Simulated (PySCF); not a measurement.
## Electronic structure of RuSe (quintet) in real space

| atom | x (Å) | y (Å) | z (Å) |
| --- | --- | --- | --- |
| Ru | 0.0000 | 0.0000 | -0.9718 |
| Se | 0.0000 | 0.0000 | 1.2392 |

Core potentials replace the inner electrons of Ru.

All numbers below come from PySCF 2.14.0, PBE0/def2-TZVPP, non-relativistic Hamiltonian with scalar-relativistic core potentials where named, at a bond length of 2.211 Å.

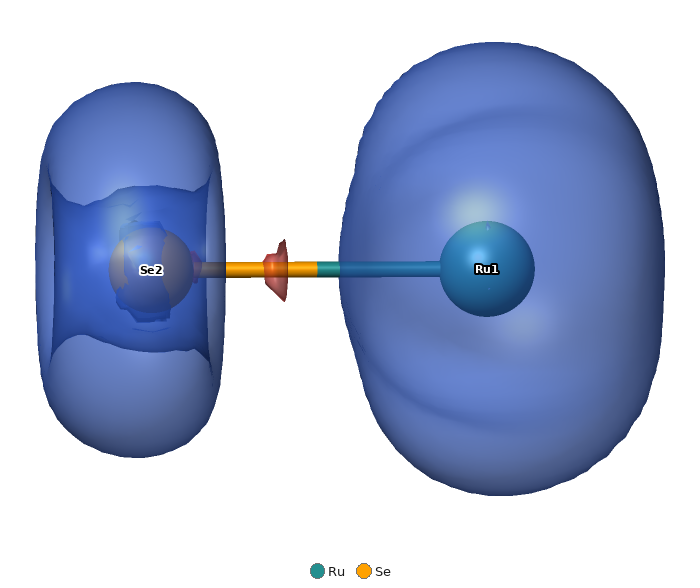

Figure 1. Isosurfaces of the spin density at +0.06 (blue) and −0.06 e/Å³ (red), seen from one side.

**Which atoms carry the spin?**

The unpaired spin (4 electrons) lies mostly on Ru1 (about 3.2) and Se2 (about 0.8), in electrons by Hirshfeld's partition.

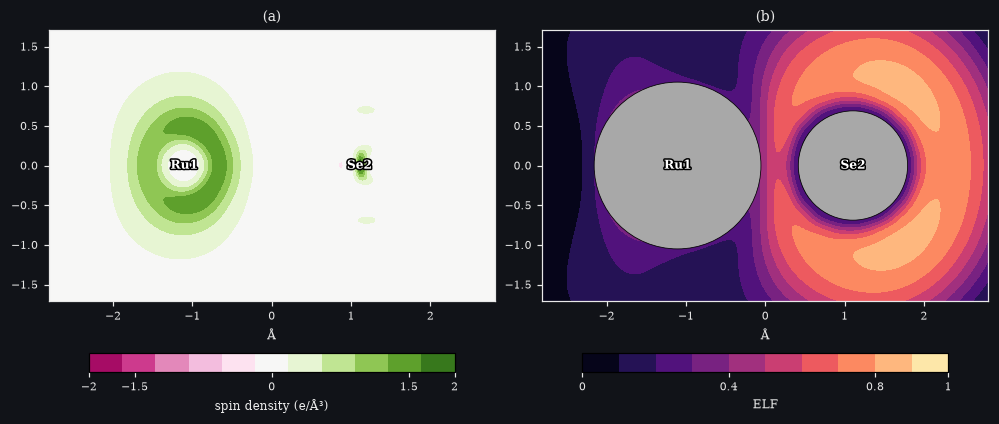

Figure 2. (a) spin density; (b) electron localisation function on a plane that holds the molecular axis. Grey discs cover the atomic cores in the ELF map.

**What does the map show?**

- Atoms in the plane: Ru and Se.
- Ru–Se (2.21 Å): the ELF peaks at about 0.60 in the valence shell of Se, 1.0 Å from its nucleus, and is about 0.45 at the midpoint.

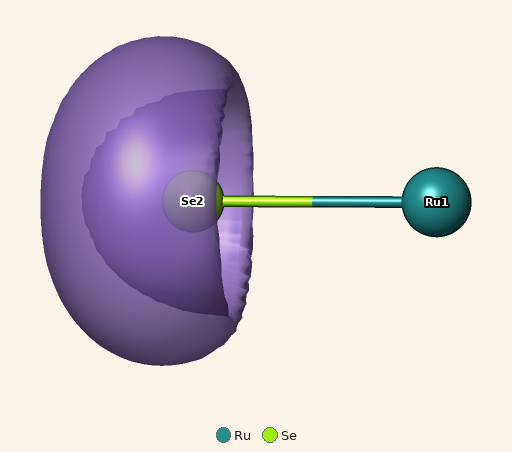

Figure 3. Isosurface of the electron localisation function at 0.75 (purple), seen from one side. Only the valence region is drawn (cores and ρ < 0.01 e/Å³ removed).

**Identify the bonds, lone pairs and shells in this picture.**

The ELF exceeds this value in one ring or bowl of non-bonding electrons around Se.
